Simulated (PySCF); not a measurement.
# C₄H₄F₂O: fields and orbitals

For C₄H₄F₂O, the scripts below compute its lowest excited states, pull one bond apart with RHF, UHF and CASSCF and localise its valence orbitals.

Computed with PySCF 2.14.0. Level: levels as typed in each script, gas phase, geometry from GFN2-xTB.

## 1. Starting geometry

SMILES `O=C(F)[C@@H]1C[C@H]1F`, 11 atoms, charge 0, spin multiplicity 1.

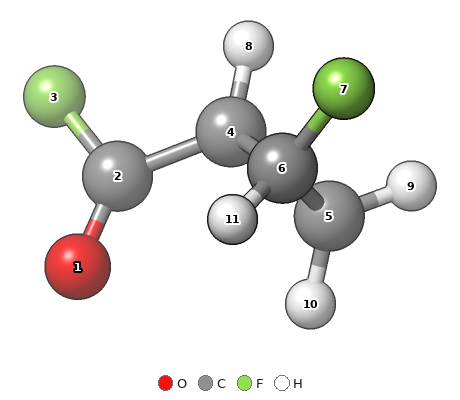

The geometry (oxygen red, carbon grey, fluorine green, hydrogen white); atoms are numbered from 1 in the order of the file.

As a file:

```xyz
11

O    -1.59759   -1.01255    0.62890
C    -1.22770   -0.04066    0.06633
F    -2.10920    0.96760   -0.18894
C     0.10823    0.28960   -0.43657
C     1.00105   -0.85352   -0.89035
C     1.29258   -0.17434    0.38945
F     2.35164    0.66532    0.45252
H     0.19589    1.24232   -0.94100
H     1.64927   -0.65754   -1.72999
H     0.58590   -1.84849   -0.84858
H     1.12282   -0.65861    1.34294
```

## 2. Excited states (HF/def2-svp)

Contents of input.py:

```python
import numpy as np
from pyscf import gto, scf, dft, tdscf
from pyscf.scf import atom_ks, atom_hf
from scipy.linalg import block_diag

def solve(mol, dm0=None, hcore=None):
    mf = scf.UHF(mol) if mol.spin else scf.RHF(mol)
    mf = mf.density_fit(auxbasis='def2-universal-jkfit')
    mf.conv_tol, mf.max_cycle = 1e-8, 80
    if hcore is not None:
        mf.get_hcore = lambda *args: hcore
    mf.kernel(dm0)
    if not mf.converged:
        mf = mf.newton().run(mf.mo_coeff, mf.mo_occ, max_cycle=30)
    assert mf.converged, 'SCF not converged'
    return mf

mol = gto.M(atom='''
O     -1.59759    -1.01255     0.62890
C     -1.22770    -0.04066     0.06633
F     -2.10920     0.96760    -0.18894
C      0.10823     0.28960    -0.43657
C      1.00105    -0.85352    -0.89035
C      1.29258    -0.17434     0.38945
F      2.35164     0.66532     0.45252
H      0.19589     1.24232    -0.94100
H      1.64927    -0.65754    -1.72999
H      0.58590    -1.84849    -0.84858
H      1.12282    -0.65861     1.34294
''', basis='def2-svp', charge=0, spin=0, verbose=4)
mf = solve(mol)
td = mf.TDA()
td.nstates, td.singlet, td.conv_tol = 5, True, 1e-5
td.kernel()
td.analyze()
x, y = np.array([p[0] for p in td.xy]), np.array([p[1] + 0 * p[0] for p in td.xy])
f, mu = td.oscillator_strength(), td.transition_dipole()
nto = [td.get_nto(state=i + 1, verbose=4) for i in range(len(td.e))]
# spherically averaged free atoms, for the promolecule
atm = scf.atom_hf.get_atm_nrhf(mol)
pro = block_diag(*[(atm[a[0]][2] * atm[a[0]][3]) @ atm[a[0]][2].T for a in mol._atom])
np.savez('result.npz', e=td.e, f=f, ok=td.converged, w=[n[0] for n in nto], nto=[n[1] for n in nto], x=x, y=y, c=mf.mo_coeff, occ=mf.mo_occ, eps=mf.mo_energy, pro=pro, mu=mu)
```

Command:

```sh
> OMP_NUM_THREADS=1 python input.py
```

Output:

```text
[ENV] PYSCF_TMPDIR <dir>
[ENV] PYSCF_MAX_MEMORY 1375
[INPUT] verbose = 4
[INPUT] num. atoms = 11
[INPUT] num. electrons = 54
[INPUT] charge = 0
[INPUT] spin (= nelec alpha-beta = 2S) = 0
[INPUT] symmetry False subgroup None
[INPUT] Mole.unit = angstrom
[INPUT] Symbol           X                Y                Z      unit          X                Y                Z       unit  Magmom
[INPUT]  1 O     -1.597590000000  -1.012550000000   0.628900000000 AA   -3.019007559344  -1.913442187428   1.188448759739 Bohr   0.0
[INPUT]  2 C     -1.227700000000  -0.040660000000   0.066330000000 AA   -2.320016763129  -0.076836264225   0.125345533842 Bohr   0.0
[INPUT]  3 F     -2.109200000000   0.967600000000  -0.188940000000 AA   -3.985810341933   1.828498998129  -0.357044853975 Bohr   0.0
[INPUT]  4 C      0.108230000000   0.289600000000  -0.436570000000 AA    0.204525058462   0.547264685674  -0.824997734201 Bohr   0.0
[INPUT]  5 C      1.001050000000  -0.853520000000  -0.890350000000 AA    1.891710336996  -1.612919041839  -1.682517655007 Bohr   0.0
[INPUT]  6 C      1.292580000000  -0.174340000000   0.389450000000 AA    2.442622194090  -0.329454852557   0.735953839212 Bohr   0.0
[INPUT]  7 F      2.351640000000   0.665320000000   0.452520000000 AA    4.443955543572   1.257272585196   0.855138865888 Bohr   0.0
[INPUT]  8 H      0.195890000000   1.242320000000  -0.941000000000 AA    0.370178450541   2.347644559070  -1.778232283216 Bohr   0.0
[INPUT]  9 H      1.649270000000  -0.657540000000  -1.729990000000 AA    3.116668605461  -1.242570515947  -3.269207298236 Bohr   0.0
[INPUT] 10 H      0.585900000000  -1.848490000000  -0.848580000000 AA    1.107190536383  -3.493139843997  -1.603583794783 Bohr   0.0
[INPUT] 11 H      1.122820000000  -0.658610000000   1.342940000000 AA    2.121822287184  -1.244592522900   2.537788801723 Bohr   0.0

nuclear repulsion = 299.007749568999
number of shells = 54
number of NR pGTOs = 196
number of NR cGTOs = 118
basis = def2-svp
ecp = {}

******** <class 'pyscf.df.df_jk.DFRHF'> ********
method = DFRHF
initial guess = minao
damping factor = 0
level_shift factor = 0
DIIS = <class 'pyscf.scf.diis.CDIIS'>
diis_start_cycle = 1
diis_space = 8
diis_damp = 0
SCF conv_tol = 1e-08
SCF conv_tol_grad = None
SCF max_cycles = 80
direct_scf = False
Set gradient conv threshold to 0.0001
Initial guess from minao.
******** <class 'pyscf.df.df.DF'> ********
auxbasis = def2-universal-jkfit
init E= -428.70163620906
  HOMO = -0.283267651941875  LUMO = 0.0503901345411188  gap/eV = 9.07929
cycle= 1 E= -426.947714414506  delta_E= 1.75  |g|= 1.01  |ddm|= 3.42
  HOMO = -0.435708278980119  LUMO = 0.0525153790750643  gap/eV = 13.28524
cycle= 2 E= -427.085034174224  delta_E= -0.137  |g|= 0.714  |ddm|= 1.38
  HOMO = -0.46391738418656  LUMO = 0.12034364237003  gap/eV = 15.89855
cycle= 3 E= -427.176761331688  delta_E= -0.0917  |g|= 0.0878  |ddm|= 0.606
  HOMO = -0.455809466432837  LUMO = 0.137875126393681  gap/eV = 16.15498
cycle= 4 E= -427.179300290074  delta_E= -0.00254  |g|= 0.0386  |ddm|= 0.131
  HOMO = -0.459847067980089  LUMO = 0.136281994653068  gap/eV = 16.22150
cycle= 5 E= -427.179738726185  delta_E= -0.000438  |g|= 0.0111  |ddm|= 0.049
  HOMO = -0.460067108362308  LUMO = 0.135924573086593  gap/eV = 16.21776
cycle= 6 E= -427.179809033105  delta_E= -7.03e-05  |g|= 0.00524  |ddm|= 0.0213
  HOMO = -0.459630098263585  LUMO = 0.136432058562612  gap/eV = 16.21968
cycle= 7 E= -427.17982864514  delta_E= -1.96e-05  |g|= 0.00155  |ddm|= 0.0145
  HOMO = -0.45963651278045  LUMO = 0.136553410471033  gap/eV = 16.22315
cycle= 8 E= -427.179830292843  delta_E= -1.65e-06  |g|= 0.000506  |ddm|= 0.00409
  HOMO = -0.459581922829157  LUMO = 0.13651564065552  gap/eV = 16.22064
cycle= 9 E= -427.179830448575  delta_E= -1.56e-07  |g|= 0.000143  |ddm|= 0.00139
  HOMO = -0.459573712062612  LUMO = 0.136524487338638  gap/eV = 16.22066
cycle= 10 E= -427.179830458237  delta_E= -9.66e-09  |g|= 3.81e-05  |ddm|= 0.000319
  HOMO = -0.45957437051266  LUMO = 0.136517626408964  gap/eV = 16.22049
Extra cycle  E= -427.179830458828  delta_E= -5.91e-10  |g|= 1.97e-05  |ddm|= 6.61e-05
converged SCF energy = -427.179830458828

******** <class 'pyscf.tdscf.rhf.TDA'> for <class 'pyscf.df.df_jk.DFRHF'> ********
nstates = 5 singlet
deg_eia_thresh = 1.000e-03
wfnsym = None
conv_tol = 1e-05
eigh lindep = 1e-12
eigh level_shift = 0
eigh max_cycle = 100

Excitation energies (eV)
[ 7.02772354  9.55198318 10.11644386 10.33256697 10.88132944]

** Singlet excitation energies and oscillator strengths **
Excited State   1:      7.02772 eV    176.42 nm  f=0.0016
      25 -> 28        0.62715
      25 -> 33        0.12530
      26 -> 28       -0.19010
Excited State   2:      9.55198 eV    129.80 nm  f=0.3380
      24 -> 28       -0.16120
      26 -> 28        0.18476
      27 -> 28        0.62432
Excited State   3:     10.11644 eV    122.56 nm  f=0.0616
      21 -> 28        0.17919
      23 -> 28        0.12733
      24 -> 28       -0.10199
      25 -> 28        0.16665
      26 -> 28        0.58473
      27 -> 28       -0.17554
Excited State   4:     10.33257 eV    119.99 nm  f=0.0176
      26 -> 29       -0.15941
      27 -> 29        0.59070
      27 -> 30        0.12727
      27 -> 33        0.11941
      27 -> 34       -0.10247
      27 -> 35       -0.16854
Excited State   5:     10.88133 eV    113.94 nm  f=0.0143
      24 -> 28       -0.10275
      26 -> 29       -0.59098
      26 -> 32       -0.11840
      26 -> 35        0.11720
      27 -> 29       -0.20641

** Transition electric dipole moments (AU) **
state          X           Y           Z        Dip. S.      Osc.
  1        -0.0289     -0.0379     -0.0843      0.0094      0.0016
  2        -1.1819     -0.0811      0.2024      1.4444      0.3380
  3        -0.1802      0.1719      0.4317      0.2484      0.0616
  4         0.2477     -0.0734      0.0529      0.0695      0.0176
  5         0.0015     -0.1332     -0.1899      0.0538      0.0143

** Transition velocity dipole moments (imaginary part, AU) **
state          X           Y           Z        Dip. S.      Osc.
  1        -0.0014      0.0044      0.0062      0.0001      0.0002
  2        -0.2915      0.0786      0.0267      0.0918      0.1744
  3        -0.0574      0.0434      0.0417      0.0069      0.0124
  4         0.0368      0.0060      0.0250      0.0020      0.0035
  5        -0.0282     -0.0274     -0.0500      0.0040      0.0067

** Transition magnetic dipole moments (imaginary part, AU) **
state          X           Y           Z
  1        -0.1320     -0.7134      0.3568
  2        -0.1277     -0.3654     -0.5174
  3        -0.3668      0.1777     -0.1016
  4        -0.2871      0.0811     -0.5732
  5        -0.1452     -0.0492     -0.1951
State 1: 7.02772 eV  NTO largest component 0.9967038730858551
    occ-NTO: 0.931373 (MO #25)
    vir-NTO: 0.952751 (MO #28)
State 2: 9.55198 eV  NTO largest component 0.921428659480426
    occ-NTO: 0.925203 (MO #27)
    vir-NTO: 0.995114 (MO #28)
State 3: 10.1164 eV  NTO largest component 0.9541140031681173
    occ-NTO: 0.859834 (MO #26)
    vir-NTO: 0.987990 (MO #28)
State 4: 10.3326 eV  NTO largest component 0.9743650922408696
    occ-NTO: 0.945840 (MO #27)
    vir-NTO: 0.887037 (MO #29)
State 5: 10.8813 eV  NTO largest component 0.924732497229332
    occ-NTO: 0.930366 (MO #26) + 0.300952 (MO #27)
    vir-NTO: 0.940370 (MO #29)
Spherically averaged atomic HF for {'F', 'O', 'C', 'H'}

******** <class 'pyscf.scf.atom_hf.AtomSphAverageRHF'> ********
method = AtomSphAverageRHF
initial guess = minao
damping factor = 0
level_shift factor = 0
DIIS = <class 'pyscf.scf.diis.CDIIS'>
diis_start_cycle = 1
diis_space = 8
diis_damp = 0
SCF conv_tol = 1e-09
SCF conv_tol_grad = None
SCF max_cycles = 50
direct_scf = True
direct_scf_tol = 1e-13
atom = O
Set gradient conv threshold to 3.16228e-05
init E= -74.1788039093236
cycle= 1 E= -74.1948875786556  delta_E= -0.0161  |g|=    0  |ddm|= 0.106
cycle= 2 E= -74.1952027336708  delta_E= -0.000315  |g|=    0  |ddm|= 0.0459
cycle= 3 E= -74.1952618091125  delta_E= -5.91e-05  |g|=    0  |ddm|= 0.0112
cycle= 4 E= -74.195262383398  delta_E= -5.74e-07  |g|=    0  |ddm|= 0.00215
cycle= 5 E= -74.1952623834021  delta_E= -4.01e-12  |g|=    0  |ddm|= 2.69e-06
Extra cycle  E= -74.1952623834021  delta_E= -4.26e-14  |g|=    0  |ddm|= 5.97e-08
Atomic HF for atom  O  converged. SCF energy = -74.1952623834021

******** <class 'pyscf.scf.atom_hf.AtomSphAverageRHF'> ********
method = AtomSphAverageRHF
initial guess = minao
damping factor = 0
level_shift factor = 0
DIIS = <class 'pyscf.scf.diis.CDIIS'>
diis_start_cycle = 1
diis_space = 8
diis_damp = 0
SCF conv_tol = 1e-09
SCF conv_tol_grad = None
SCF max_cycles = 50
direct_scf = True
direct_scf_tol = 1e-13
atom = C
Set gradient conv threshold to 3.16228e-05
init E= -37.2333149440104
cycle= 1 E= -37.2800860473189  delta_E= -0.0468  |g|=    0  |ddm|= 0.442
cycle= 2 E= -37.2840519877499  delta_E= -0.00397  |g|=    0  |ddm|= 0.177
cycle= 3 E= -37.2844600537633  delta_E= -0.000408  |g|=    0  |ddm|= 0.0341
cycle= 4 E= -37.2844632102069  delta_E= -3.16e-06  |g|=    0  |ddm|= 0.00702
cycle= 5 E= -37.2844632104836  delta_E= -2.77e-10  |g|=    0  |ddm|= 4.49e-05
Extra cycle  E= -37.284463210485  delta_E= -1.4e-12  |g|=    0  |ddm|= 4.1e-06
Atomic HF for atom  C  converged. SCF energy = -37.284463210485

******** <class 'pyscf.scf.atom_hf.AtomSphAverageRHF'> ********
method = AtomSphAverageRHF
initial guess = minao
damping factor = 0
level_shift factor = 0
DIIS = <class 'pyscf.scf.diis.CDIIS'>
diis_start_cycle = 1
diis_space = 8
diis_damp = 0
SCF conv_tol = 1e-09
SCF conv_tol_grad = None
SCF max_cycles = 50
direct_scf = True
direct_scf_tol = 1e-13
atom = F
Set gradient conv threshold to 3.16228e-05
init E= -98.9113963755293
cycle= 1 E= -98.9346675575403  delta_E= -0.0233  |g|=    0  |ddm|= 0.0412
cycle= 2 E= -98.934690174318  delta_E= -2.26e-05  |g|=    0  |ddm|= 0.0116
cycle= 3 E= -98.9346927658267  delta_E= -2.59e-06  |g|=    0  |ddm|= 0.00242
cycle= 4 E= -98.9346929513149  delta_E= -1.85e-07  |g|=    0  |ddm|= 0.000958
cycle= 5 E= -98.9346929513237  delta_E= -8.81e-12  |g|=    0  |ddm|= 5.23e-06
Extra cycle  E= -98.9346929513238  delta_E= -5.68e-14  |g|=    0  |ddm|= 3.55e-09
Atomic HF for atom  F  converged. SCF energy = -98.9346929513238

******** 1 electron system ********
Atomic HF for atom  H  converged. SCF energy = -0.499278405714347
```

Wall time 31 s (1 thread of AMD EPYC 9R45 (Zen 5), shared host); peak memory 0.24 GiB.

The free atoms at the end serve only for the promolecule density; their printed energies are not used.

## 3. Post-processing

CIS singlet states:

```tsv
state	energy (eV)	f	leading pair's weight
S1	7.03	0.002	1.00
S2	9.55	0.338	0.92
S3	10.12	0.062	0.95
S4	10.33	0.018	0.97
S5	10.88	0.014	0.93
```

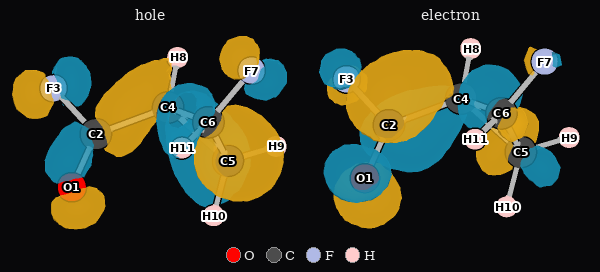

Leading natural transition orbital pair of S₃ (CIS singlet states); the surfaces enclose about 78 % of each orbital's density.

Where does the state lie, and where do hole and electron sit?

10.12 eV (123 nm), f = 0.062; the leading pair carries 95 %; hole on C5 (28 %), C6 (19 %) and C4 (14 %), electron on C2 (36 %), O1 (20 %) and C4 (13 %); their centroids lie 1.0 Å apart. In canonical orbitals it is mainly HOMO−1 → LUMO (68 %). The HOMO–LUMO gap is 16.22 eV.

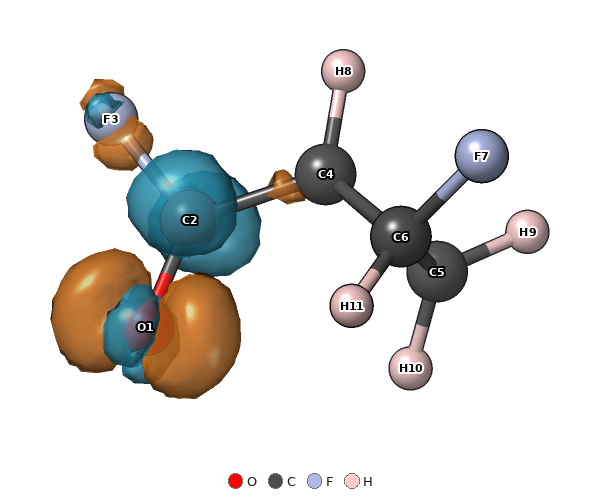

Unrelaxed difference density of S₁ less the ground state (CIS singlet states), ±0.1 e/Å³; light blue: gain, orange: loss.

How does the charge move on excitation?

0.77 e is displaced in all, of which about 0.4 e passes between atoms: O1 (0.42 e) lose electrons and C2 (0.35 e) gain them. The state: 7.03 eV (176 nm), f = 0.002 (dark); the leading pair carries 100 %; hole on O1 (73 %), C2 (11 %) and F3 (8 %), electron on C2 (46 %), O1 (31 %) and F3 (7 %); their centroids lie 0.6 Å apart.

(Part 1 of 3 ends here.)
